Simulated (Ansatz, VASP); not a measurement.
## Ir in two plane-wave programs

Aim: how closely do two programs agree when they are given the same cell, functional and k mesh? The cell comes out of the VASP series on this material, whose earlier steps may have relaxed, scaled or displaced it; both programs get it as it stands.

Program: Ansatz 0.2.0. Level of theory: plane waves, with VASP 6.6.1 beside it; relaxation of cell and atoms at PBEsol. Results are calculated unless marked as measured.

## Step 1: The structure

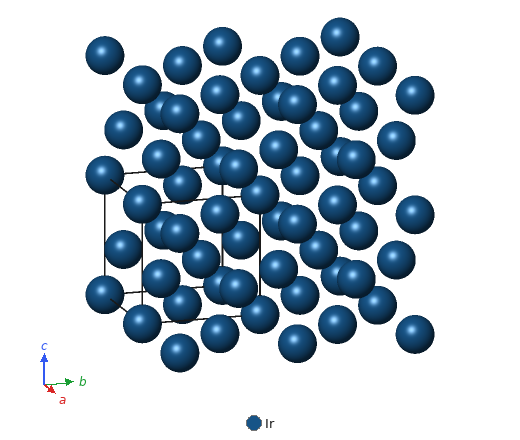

The cell as given, slightly off an axis (iridium blue). 2×2×2 cells are drawn. This picture shows the conventional cell, with its axes. Some periodic images of atoms are drawn too.

## Step 2: VASP: relaxation of cell and atoms, PBEsol

The relaxed volume is the usual yardstick between codes: its relative difference is about their pressure difference at one cell divided by the bulk modulus.

Lines of VASP's logs that name or quote its potential files are left out, and so is its time.

File INCAR:

```
SYSTEM = Ir
PREC = Accurate
ENCUT = 520
EDIFF = 1E-07
NELM = 100
ISMEAR = 1
SIGMA = 0.15
LREAL = .FALSE.
ALGO = Normal
GGA = PS
NBANDS = 10
LASPH = .TRUE.
LORBIT = 11
LWAVE = .FALSE.
LCHARG = .FALSE.
KPAR = 4
IBRION = 2
NSW = 50
ISIF = 3
EDIFFG = -0.005
```

File POSCAR:

```
Ir
1.0
    0.0000000000      1.9165221877      1.9165221877
    1.9165221877      0.0000000000      1.9165221877
    1.9165221877      1.9165221877      0.0000000000
Ir
1
Direct
    0.0000000000      0.0000000000      0.0000000000
```

File KPOINTS:

```
Automatic mesh
0
Gamma
20 20 20
0 0 0
```

PAW data sets: Ir (PBE family, release 64).

On the command line:

```bash
$ mpirun -np 4 vasp_std
```

Numbers of over 12 decimals in the logs are rounded to 6 here.

The program printed:

```text
[banner, memory and clock lines left out]
running    4 mpi-ranks, on    1 nodes
 distrk:  each k-point on    1 cores,    4 groups
 distr:  one band on    1 cores,    1 groups

 POSCAR found type information on POSCAR Ir
 POSCAR found :  1 types and       1 ions
|                                                                             |
|               ----> ADVICE to this user running VASP <----                  |
|                                                                             |
|     You enforced a specific xc type in the INCAR file but a different       |
|     [... a line on the potential file left out ...]
|     I HOPE YOU KNOW WHAT YOU ARE DOING!                                     |
|                                                                             |

 LDA part: xc-table for (Slater+PW92), standard interpolation
 POSCAR, INCAR and KPOINTS ok, starting setup
 FFT: planning ... GRIDC
 FFT: planning ... GRID_SOFT
 FFT: planning ... GRID
 WAVECAR not read
 entering main loop
       N       E                     dE             d eps       ncg     rms          rms(c)
DAV:   1     0.462822044538E+02    0.46282E+02   -0.43717E+03  5168   0.819E+02
DAV:   2    -0.959796078558E+01   -0.55880E+02   -0.53095E+02  5268   0.196E+02
DAV:   3    -0.104505515147E+02   -0.85259E+00   -0.85069E+00  5910   0.292E+01
DAV:   4    -0.104584436659E+02   -0.78922E-02   -0.78909E-02  5782   0.267E+00
DAV:   5    -0.104585967712E+02   -0.15311E-03   -0.15310E-03  5918   0.355E-01    0.160E+01
DAV:   6    -0.992744744877E+01    0.53115E+00   -0.93807E-01  5722   0.118E+01    0.628E+00
DAV:   7    -0.983136385559E+01    0.96084E-01   -0.28185E-01  6112   0.587E+00    0.145E+00
DAV:   8    -0.982885243028E+01    0.25114E-02   -0.20140E-03  5514   0.449E-01    0.115E+00
DAV:   9    -0.982417038221E+01    0.46820E-02   -0.23421E-03  5638   0.697E-01    0.289E-02
DAV:  10    -0.982416303634E+01    0.73459E-05   -0.13252E-05  7372   0.368E-02    0.163E-02
DAV:  11    -0.982416476802E+01   -0.17317E-05   -0.11446E-06  5600   0.666E-03    0.157E-03
DAV:  12    -0.982416479217E+01   -0.24152E-07   -0.20797E-08  3458   0.158E-03
   1 F= -.98241648E+01 E0= -.98247130E+01  d E =-.982416E+01
 curvature:   0.00 expect dE= 0.000E+00 dE for cont linesearch  0.000E+00
 trial: gam= 0.00000 g(F)=  0.000E+00 g(S)=  0.556E-06 ort = 0.000E+00 (trialstep = 0.100E+01)
 search vector abs. value=  0.556E-06
 reached required accuracy - stopping structural energy minimisation
```

From OUTCAR (step 2):

```text
ion  position               nearest neighbor table
   1  0.000  0.000  0.000-

  LATTYP: Found a face centered cubic cell.
 ALAT       =     3.8330443754

 Subroutine GETGRP returns: Found 48 space group operations
 (whereof 48 operations were pure point group operations)

The static configuration has the point symmetry O_h .

 Found    256 irreducible k-points:

   k-points           NKPTS =    256   k-points in BZ     NKDIM =    256   number of bands    NBANDS=     10

   dimension x,y,z NGX =    20 NGY =   20 NGZ =   20
   dimension x,y,z NGXF=    40 NGYF=   40 NGZF=   40

   ENCUT  =  520.0 eV  38.22 Ry    6.18 a.u.   5.04  5.04  5.04*2*pi/ulx,y,z

   NELECT =       9.0000    total number of electrons

 k-points in reciprocal lattice and weights: Automatic mesh
   0.00000000  0.00000000  0.00000000       0.000
   0.05000000  0.00000000  0.00000000       0.001
   0.10000000  0.00000000  0.00000000       0.001
   0.15000000  0.00000000  0.00000000       0.001
   0.20000000  0.00000000  0.00000000       0.001
   0.25000000  0.00000000  0.00000000       0.001
   0.30000000  0.00000000  0.00000000       0.001
   0.35000000  0.00000000  0.00000000       0.001
   0.40000000  0.00000000  0.00000000       0.001
[...]
-0.30000000  0.50000000  0.20000000       0.002
  -0.25000000  0.50000000  0.25000000       0.001

 average (electrostatic) potential at core
       1 -48.5341

 E-fermi :  10.2758

 k-point     1 :       0.0000    0.0000    0.0000
  band No.  band energies     occupation
    ...
      2       6.3948      2.00000
      3       6.3948      2.00000
      4       6.3948      2.00000
      5       9.1304      2.00000
      6       9.1304      2.00000
      7      24.6410      0.00000
      8      30.2426      0.00000
      9      30.2426      0.00000
     10      30.2426      0.00000

 k-point     2 :       0.0500    0.0000    0.0000
  band No.  band energies     occupation
    ...
      2       6.3337      2.00000
      3       6.4442      2.00000
      4       6.4442      2.00000
      5       9.0978      2.00000
      6       9.0978      2.00000
      7      24.8369      0.00000
      8      29.6155      0.00000
      9      30.4279      0.00000
     10      30.4279      0.00000

 k-point     3 :       0.1000    0.0000    0.0000
  band No.  band energies     occupation
    ...
      2       6.1717      2.00000
      3       6.5776      2.00000
      4       6.5776      2.00000
      5       9.0209      2.00000
      6       9.0209      2.00000
      7      25.3853      0.00000
      8      28.3336      0.00000
      9      30.9698      0.00000
     10      30.9698      0.00000

  Total       -0.0019605     -0.0019605     -0.0019605      0.0000000      0.0000000      0.0000000
  in kB       -0.2230995     -0.2230995     -0.2230995      0.0000000      0.0000000      0.0000000
  external PRESSURE =      -0.2230995 kB  Pullay stress =       0.0000000 kB

  energy-cutoff  :      520.00
  volume of cell :       14.08
      direct lattice vectors                 reciprocal lattice vectors
     0.000000000  1.916522188  1.916522188    -0.260889231  0.260889231  0.260889231
     1.916522188  0.000000000  1.916522188     0.260889231 -0.260889231  0.260889231
     1.916522188  1.916522188  0.000000000     0.260889231  0.260889231 -0.260889231

 POSITION                                       TOTAL-FORCE (eV/Angst)
 -----------------------------------------------------------------------------------
      0.00000      0.00000      0.00000         0.000000      0.000000      0.000000
 -----------------------------------------------------------------------------------
    total drift:                               -0.000000     -0.000000     -0.000000

  FREE ENERGIE OF THE ION-ELECTRON SYSTEM (eV)
  ---------------------------------------------------
  free  energy   TOTEN  =        -9.8241647922 eV

  energy  without entropy=       -9.8258094153  energy(sigma->0) =       -9.82471300

 reached required accuracy - stopping structural energy minimisation

 total charge
# of ion       s       p       d       tot
------------------------------------------
    1        0.675   0.748   6.979   8.402

[... 3 further parts left out ...]
```

## Step 3: Ansatz: relaxation of cell and atoms, PBEsol

Ansatz runs on its default PAW (the set named soft_2) files.

The same cell, functional, mesh and smearing now go to Ansatz, which takes its cutoff from its data sets.

File input.yaml:

```yaml
crystal:
  lattice:
    - [0.0, 1.9165221877, 1.9165221877]
    - [1.9165221877, 0.0, 1.9165221877]
    - [1.9165221877, 1.9165221877, 0.0]
  atoms:
    - { symbol: Ir, position: [0.0, 0.0, 0.0] }
hamiltonian:
  xc: pbesol
  pseudopotentials: { kind: paw }
kpoints:
  mp_grid: { grid: [20, 20, 20] }
scf:
  occupations: { method: methfessel_paxton, width: 0.15 }
relax:
  f_tol: 0.01
  max_steps: 60
  cell: { stress_tol: 0.05 }
output:
  forces: true
  stress: true
```

On the command line:

```bash
$ ansatz run input.yaml --threads 4 --pin off --max-ram 9216MiB --backend cpu --events-out ev --progress --plain --runs-dir out
```

The program printed:

```text
Engine: ansatz 0.2.0, x86_64-unknown-linux-gnu
Pseudopotentials: kind: paw
Pseudopotential: Ir, paw, valence charge 17, recommended cutoff 420 eV (normal), Ir.paw.azcp
Functional definition: PBEsol
  exchange = pbesol_x
  correlation = pbesol_c
Crystal: 1 atoms, lattice volume = 14.079 Å³
Basis set: ecut = 420 eV, 283 PW (Γ), exchange–correlation on 40×40×40 points (8 copies of the dense FFT grid, shifted against one another)
Bands: 13, of which v1, the nominal top of the filled ones, is band 9 counted from 1 (8 counted from 0)
Symmetry: 48 space group operations
Space group: Fm-3m (ITA 225), of the structure as read, at distance tolerance 2.4e-5 Å
k-points: 256 of 8000
Non-local potential: Ir, projectors of the file, l = 0: 3, l = 1: 2, l = 2: 2, l = 3: 1
PAW form: soft (Blöchl's): semilocal exchange-correlation on the pseudo side does not see the compensation charge
PAW frozen core: Ir, regenerated for the run's functional, and the local potential with it (the file was generated under x = pbe(κ = 0.804, μ = 0.219515), c = pbe(β = 0.066725))
PAW one-centre angular grid: Ir, 590 points (default); XC on 64 Gauss nodes
Initial density: superposition of atomic densities (neutral atoms: chi_scale 0, normalization atom), corrected by the library's trained network
Initial wavefunctions: pseudopotential atomic-orbital guess
Functional: x = pbesol(κ = 0.804, μ = 0.123457), c = pbesol(β = 0.046)
SCF iter   1: F=—  HF=-11799.039552 eV  |F-HF|=—  |Δ(HF+E_count)|=         —  Δρ=5.86e-3  dr2=2.23e-3  ethr=1.77e-3  ⟨swp⟩=5.0  Hψ=16088  notcnv=0
preconditioner: auto → none  [metal: Δε(μ)=0.028 eV  Ē_g=14.266 eV  σ=0.150 eV  W_gap=0.16  n_scr=0 (ndim 8)  ℏωp=29.7 eV  f_vac=0.000  D(μ)=0.51/eV (n_scr^D=0)]
SCF iter   2: F=—  HF=-11799.039057 eV  |F-HF|=—  |Δ(HF+E_count)|=   4.95e-4  S|Δr|=    0.00e0  Δρ=2.37e-3  dr2=1.21e-4  ethr=1.31e-5  ⟨swp⟩=2.4  Hψ=6735  notcnv=0
SCF iter   3: F=—  HF=-11799.039173 eV  |F-HF|=—  |Δ(HF+E_count)|=   1.15e-4  S|Δr|=    0.00e0  Δρ=1.08e-3  dr2=2.42e-5  ethr=7.09e-7  ⟨swp⟩=1.1  Hψ=3339  notcnv=0
SCF iter   4: F=—  HF=-11799.039203 eV  |F-HF|=—  |Δ(HF+E_count)|=   3.06e-5  S|Δr|=    0.00e0  Δρ=4.47e-5  dr2=9.88e-8  ethr=5.88e-10  ⟨swp⟩=3.0  Hψ=13190  notcnv=0
SCF iter   5: F=-11799.039203 eV  HF=-11799.039203 eV  |F-HF|=5.06e-9  |Δ(HF+E_count)|=   1.13e-8  S|Δr|=    0.00e0  Δρ=8.26e-6  dr2=6.85e-9  ethr=5.81e-10  ⟨swp⟩=2.3  Hψ=10904  notcnv=0
SCF 1 converged in 5 iterations: F = -11799.039203 eV  dr2 = 6.85e-9
  greatest PAW one-centre occupation: 1.000 electrons in one spin orbital (limit 2), on the Ir atom at site 0 (counted from 0), in its partial waves of l = 0
relax step   1: F+E_penalty+E_count = -11799.03920320 eV  Δ(F+E_penalty+E_count) = +0.000e0 eV  max|allowed force component| = 0.000e0 eV/Å  Δτ_max = 0.0000 Å  P = -0.986 GPa  Ω = 14.079 Å³  (5 SCF iters, dr2 threshold 1.00e-7 eV, accepted)
[...]
relax step   2: F+E_penalty+E_count = -11799.03899528 eV  Δ(F+E_penalty+E_count) = +2.079e-4 eV  max|allowed force component| = 0.000e0 eV/Å  Δτ_max = 0.0000 Å  P = +1.806 GPa  Ω = 13.978 Å³  energy of the carried Pulay correction = +4.337e-5 eV  (4 SCF iters, dr2 threshold 1.00e-7 eV, rejected (line search))
[...]
relax step   3: F+E_penalty+E_count = -11799.03932987 eV  Δ(F+E_penalty+E_count) = -1.267e-4 eV  max|allowed force component| = 0.000e0 eV/Å  Δτ_max = 0.0000 Å  P = -0.009 GPa  Ω = 14.043 Å³  energy of the carried Pulay correction = +1.535e-5 eV  (5 SCF iters, accepted)
[...]
relax step   4: F+E_penalty+E_count = -11799.03931804 eV  Δ(F+E_penalty+E_count) = +1.184e-5 eV  max|allowed force component| = 0.000e0 eV/Å  Δτ_max = 0.0000 Å  P = -0.008 GPa  Ω = 14.043 Å³  stress off target by 7.91e-3 GPa  SCF on the basis re-selected at this cell (its energy is not comparable with the rows above)  (3 SCF iters)
basis re-selected at this cell: Δ(F+E_penalty+E_count) = +1.184e-5 eV, ΔP = +0.001 GPa vs the last step (what re-selecting the basis moved, of the pressure what is left beyond the Pulay correction that the steps carried, after the strain that the cell walked since its last selection, with what the two solves' SCF thresholds leave and, on support functions, any second-order correction that the steps lacked; it is no measure of the basis error at this ecutwfc). This SCF's stress stands 7.91e-3 GPa from its target on what of the cell is left free (relax.cell.stress_tol is 5.00e-2 GPa) and its largest allowed force component is 0.00e0 eV/Å (relax.f_tol is 1.00e-2 eV/Å): [rest of the remark cut]
SCF converged after 3 iterations
Stability not checked: this state was not tested for a lower state beside it, because cold or Methfessel-Paxton smearing, or corrected tetrahedra, fill the levels in a way that the test cannot read (fill_not_monotonic; see scf.lower_state_search)
Free energy (F): -11799.039318 eV
Harris-Foulkes:  -11799.039318 eV  (|F-HF|=3.64e-12)
Internal energy: -11799.040920 eV  (E = F + TS)
E sigma→0 (E₀):  -11799.039719 eV
Entropy (-TS):   0.001602 eV (1.602 meV/atom)
Fermi energy:    25.839319 eV
--- Per-component energies (eV) ---
  E_band       = -82.063687
  E_kinetic    = 623.459029
  E_local      = -1057.471362  (includes V_loc(G=0)·N_el)
  E_nonlocal   = 75.786388
  E_hartree    = 405.296415
  E_xc         = -266.686428
  E_vxc        = -299.944000  (∫ρ·V_xc dr)
  E_paw        = -9088.711964  (= ΣΔE_a)
  E_vpaw       = -234.486545  (= ΣTr[D̂ρ^β])
  E_aug_tail   = 0.000051  (compensation charges beyond the density's cutoff)
  E_ewald      = -2490.978333
  E_core_change = 0.265285  (= ΣΔE_core)
  E_smearing   = 0.001602  (= −TS)
  E_closure    = -0.000000  (closes the sum)
  Σ components = -11799.039318   (vs F -11799.039318, Δ=0.00e0)
--- Forces (eV/Å), atoms counted from 1 ---
  atom   1  Ir    -0.00000000     0.00000000    -0.00000000
  max |Σ_I F_I| component: 8.22e-32 eV/Å
--- Stress (GPa, compression-positive) ---
       -0.007911      -0.000000      -0.000000
       -0.000000      -0.007911      -0.000000
       -0.000000      -0.000000      -0.007911
  P = ⅓ Tr σ = -0.0079 GPa (-0.079 kbar)
--- Relaxed structure (3 steps of the walk, 2 accepted, 1 SCFs on fresh bases) ---
  F+E_penalty+E_count = -11799.03931804 eV   max|allowed force component| = 0.000e0 eV/Å   (the final SCF, on the basis selected at the relaxed cell)
  cell:  # Å, volume = 14.0433 Å³
    - [0, 1.914899, 1.914899]
    - [1.914899, 0, 1.914899]
    - [1.914899, 1.914899, 0]
  atoms:
    - { symbol: Ir, position: [0.0, 0.0, 0.0] }
```

The job ended after 2.6 s (4 threads of Intel Xeon at 2.60GHz (Ice Lake), shared host; peak memory 0.41 GiB).

## Step 4: Comparison

Known differences besides the PAW data sets themselves: both relaxations stop at a tolerance, which leaves soft axes loose, and VASP keeps its plane-wave basis; the data sets hold 17 valence electrons in Ansatz (default PAW (the set named soft_2) files) and 9 in VASP; the cutoff is 420 eV in Ansatz and 520 eV in VASP; Ansatz makes its cores anew for this functional, VASP keeps those of its PBE data sets; Ansatz adds a Pulay correction to the stress that steers its cell, VASP none. Total energies have different zeros and are not compared.

Compared:

| quantity | Ansatz | VASP | difference |
| --- | --- | --- | --- |
| volume (Å³) | 14.04 | 14.08 | -0.25 % |
| edge a after relaxation, in the typed setting (Å) | 2.708 | 2.710 | -0.08 % |

The walks stopped with -0.01 GPa left in Ansatz and -0.02 GPa in VASP; each walk ends within a tolerance, so the volume difference is uncertain by about these residues over the bulk modulus, most in soft cells.

## Step 5: Results

```
difference in volume (relaxation of cell and atoms, PBEsol) : -0.25 %
```

What this shows: The difference in volume is -0.25 % (relaxation of cell and atoms, PBEsol), within the 1.2 % picked in this series as the mark of a large difference, as far as the stopping tolerances let one tell. How closely two codes agree says nothing of how well the functional describes the real material.

[Lines on the potential files, build, host, timing and source positions are cut from VASP's logs without a mark.]

[Logs are printed without paths, hosts, clocks, repeated set-up lines and the standing remarks that a program may print on its own settings, such as how far it seeks lower states.]

[Hosts, paths, dates, database ids (printed as entryN), source tags and the programs' standing remarks are cut or masked in the printed files.]
